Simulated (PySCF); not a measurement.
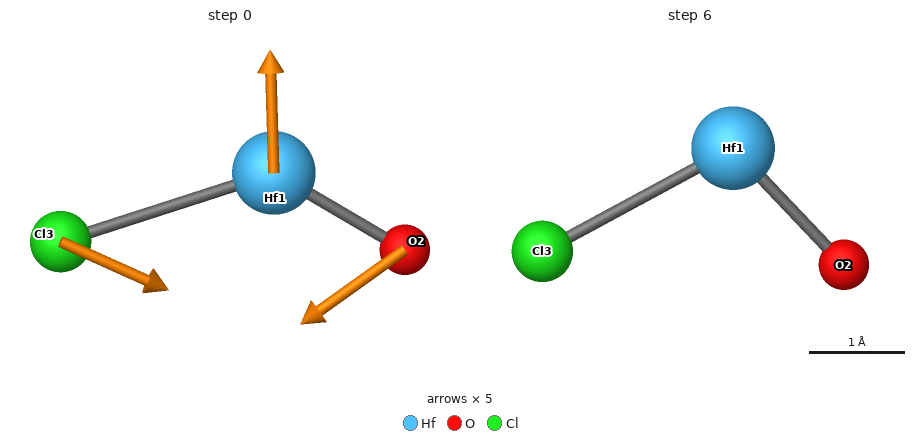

The structure of HfOCl (charge +1) before (left) and after (right) a relaxation, at one scale. The orange arrows give the displacements, 5 times their true length.

The picture is a ball-and-stick view, seen face on.

Theory: RKS PBE0, Hf def2-SVP with ECP60, O def2-SVP, Cl def2-SVP; non-relativistic Hamiltonian with scalar-relativistic core potentials; density fitting (PySCF 2.14.0). Set-up: symmetry kept (Cs).

Summarise the run.

The atom that moves furthest after the best rigid fit is O2 (0.27 Å). Largest moves by element: O 0.27 Å, Hf 0.26 Å, Cl 0.25 Å. Near-neighbour distances that change, for instance: Hf1–O2 1.613 → 1.709 Å, Hf1–Cl3 2.362 → 2.285 Å. Bond angles that change, for instance: O2–Hf1–Cl3 131.8° → 105.3°. The energy falls by 17.7 kcal/mol in 6 geometry steps. Largest force component: 6.8 eV/Å at the start, 0.012 eV/Å at the end.
